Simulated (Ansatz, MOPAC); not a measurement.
Bond stretch in CH (cation, charge +1), singlet.

Methods: UCCSDT = CCSDT on UHF/cc-pVTZ, frozen core (Ansatz, a program for electronic structure); PM6, restricted, heats of formation (MOPAC); RCCSDT(Q) = CCSDT(Q) on RHF/cc-pVTZ, frozen core run with Ansatz.

Energies are in eV, each relative to the lowest point of its own curve near equilibrium.

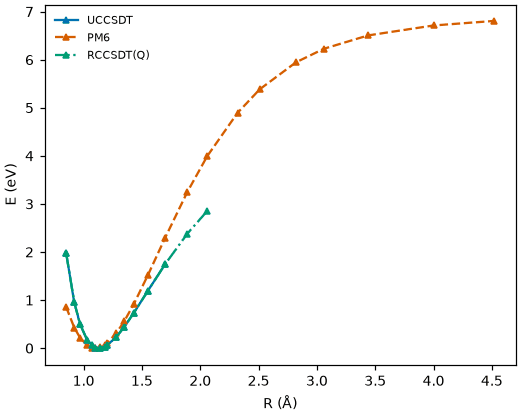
Figure: Energy against bond length for each method.

```csv
R / Å,UCCSDT,PM6,RCCSDT(Q)
0.85,1.985,0.858,1.985
0.92,0.954,0.427,0.954
0.97,0.498,0.216,0.498
1.03,0.173,0.061,0.173
1.07,0.058,0.011,0.058
1.10,0.013,0.000,0.013
1.14,0.000,0.016,0.000
1.18,0.029,0.066,0.029
1.20,0.057,0.102,0.056
1.28,0.233,0.312,0.233
1.35,0.447,0.567,0.447
1.43,0.732,0.916,0.731
1.55,1.189,1.513,1.188
1.70,1.753,2.302,1.751
1.89,—,3.253,2.385
2.06,—,3.996,2.853
2.32,—,4.896,—
2.51,—,5.386,—
2.82,—,5.946,—
3.06,—,6.229,—
3.44,—,6.507,—
4.00,—,6.713,—
4.52,—,6.808,—
```

Dashes: no converged value, or the column stops at the first point that the program doubted or that broke a chosen test of continuity, which isn't proof of a fault.

The unrestricted determinant behind UCCSDT is spin-contaminated at 0.85 to 4.52 Å (<S²> up to 1.1, against 0.00 for a pure singlet). The restricted form behind PM6 keeps the bonding electrons paired and can't separate into open-shell fragments. The T1 diagnostic of CCSD on the restricted reference of RCCSDT(Q) exceeds 0.045 at 2.32 to 4.52 Å.
